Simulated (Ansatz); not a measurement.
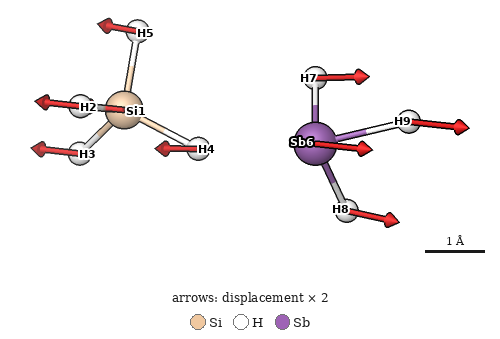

A relaxation of SiSbH$_{7}$. The starting structure is drawn; red arrows show the displacements, magnified 2 times. The two geometries are superimposed by the best rigid fit.

The picture is a ball-and-stick view, seen at a tilt.

The run prepares the start of a later molecular dynamics calculation, from a guessed geometry.

All numbers below come from RKS B3LYP/def2-SVP (Ansatz 0.2.0). Settings: no spin polarisation; force threshold 0.02 eV/Å; at most 40 steps.

> Describe the change and its energy.

Over 6 geometry steps the energy falls by 9.08 kJ/mol. The largest force component goes from 0.59 to 0.0082 eV/Å. The atom that moves furthest after the best rigid fit is H9 (0.65 Å). Largest moves by element: H 0.65 Å, Sb 0.59 Å, Si 0.48 Å. Some distances before and after: Sb6–H7 1.681 → 1.724 Å, Sb6–H8 1.688 → 1.723 Å, Si1–H2 1.461 → 1.491 Å. Among the angles between lasting bonds that change: H8–Sb6–H9 88.4° → 91.2°, H7–Sb6–H8 88.7° → 91.2°. Cost: 20 s on 2 threads of Arm Neoverse N1 (shared host), peak memory 0.15 GiB.

Limits of the set-up: the start holds two separate molecules, 2.8 Å apart at their closest, whose relative position is a soft coordinate and is computed without a dispersion correction.
